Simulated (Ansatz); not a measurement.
# CH2Cl: test of scalar relativity

A script is to give a test of scalar relativity; the system is CH2Cl.

Program: the Python package of Ansatz 0.2.0. The levels of theory stand in the script. These are calculated values, not measurements.

## (1) The system

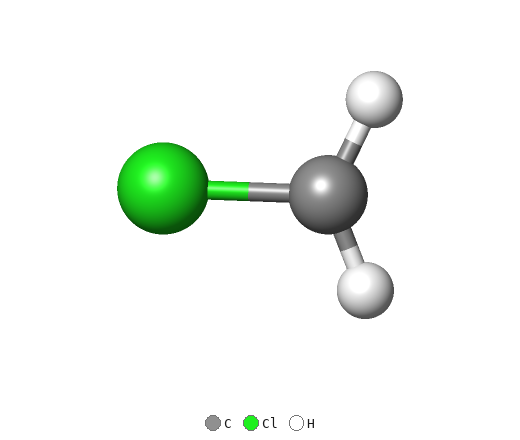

The structure that the script starts from, seen from a chosen angle (carbon grey, chlorine green, hydrogen white).

The script holds or builds the structure itself.

## (2) Script

run_x2c.py reads:

```python
# -*- coding: utf-8 -*-
'''CH2Cl with and without the spin-free two-component Hamiltonian.'''

import ansatz as az
import numpy as np


def main():
    molecule = (
        az.Crystal.molecule()
        .atom('C', (0.0835, -0.2024, -0.097))
        .atom('Cl', (-0.3523, 1.2002, 0.8379))
        .atom('H', (-0.6095, -1.0295, 0.0356))
        .atom('H', (0.9338, -0.0285, -0.7967))
    )

    model = (
        molecule.calculation()
        .functional('pbe0')
        .spin('collinear', total=1)
        .forces()
    )
    # a set contracted for a scalar-relativistic Hamiltonian goes with the relativistic run
    sets = {'none': 'cc-pVTZ', 'scalar': 'cc-pVTZ-DK'}
    found = {kind: model.basis(gaussian=basis).pseudopotentials(relativity=kind).run().report for kind, basis in sets.items()}
    for kind, each in found.items():
        dipole = 4.803205 * np.linalg.norm(each['charge_distribution']['dipole_moment_e_ang'])
        print(f'{kind:7s} E = {each["free_energy_ev"]:.4f} eV  dipole {dipole:.3f} D  largest force component {np.abs(each["forces_ev_ang"]).max():.4f} eV/A')
    print(f'relativity lowers the total energy by {found["none"]["free_energy_ev"] - found["scalar"]["free_energy_ev"]:.3f} eV')


if __name__ == '__main__':
    main()
```

## (3) The calls as engine input

The package turns the script's settings into the engine's input (first run):

```yaml
crystal:
  periodic: [false, false, false]
  atoms:
    - { symbol: C, position_ang: [0.0835, -0.2024, -0.097] }
    - { symbol: Cl, position_ang: [-0.3523, 1.2002, 0.8379] }
    - { symbol: H, position_ang: [-0.6095, -1.0295, 0.0356] }
    - { symbol: H, position_ang: [0.9338, -0.0285, -0.7967] }
basis:
  gaussian:
    orbitals: cc-pVTZ
hamiltonian:
  xc: pbe0
  pseudopotentials:
    relativity: none
magnetization:
  spin_polarized: true
  initial_magnetization: 1.0
output:
  forces: true
```

## (4) The run

Launch:

```sh
python run_x2c.py
```

Standard output:

```text
none    E = -13585.9159 eV  dipole 1.258 D  largest force component 1.1815 eV/A
scalar  E = -13624.9333 eV  dipole 1.245 D  largest force component 1.1717 eV/A
relativity lowers the total energy by 39.017 eV
```

Wall time 5.5 s (1 thread of Arm Neoverse V1, shared host); peak memory 0.22 GiB.

## (5) Inputs of later runs

The engine's inputs for the other runs:

Run 2, against run 1:

```diff
@@ -10 +10 @@
-    orbitals: cc-pVTZ
+    orbitals: cc-pVTZ-DK
@@ -14 +14 @@
-    relativity: none
+    relativity: scalar
```

## (6) The engine's runs

From the records of these 2 runs:

```
run       basis  relativity  energy (eV)  <S²>  SCF cycles  CPU time (s)
  1     cc-pVTZ        none  -13585.9159  0.76          16           2.3
  2  cc-pVTZ-DK      scalar  -13624.9333  0.76          16           2.5
```

## (7) Summary of results

| quantity | value |
| --- | --- |
| relativistic lowering of the total energy | 39.017 eV |
| runs compared | 2 |

The total moves by -39.0 eV, nearly all in the cores, and the dipole from 1.26 to 1.24 D. Caveats:
- The geometry is a force-field or estimated start, not a minimum of this method. The basis set changes with the Hamiltonian (a set recontracted for scalar relativity), and most of the change in the total lies in the cores.
- The species is open-shell (spin multiplicity 2).
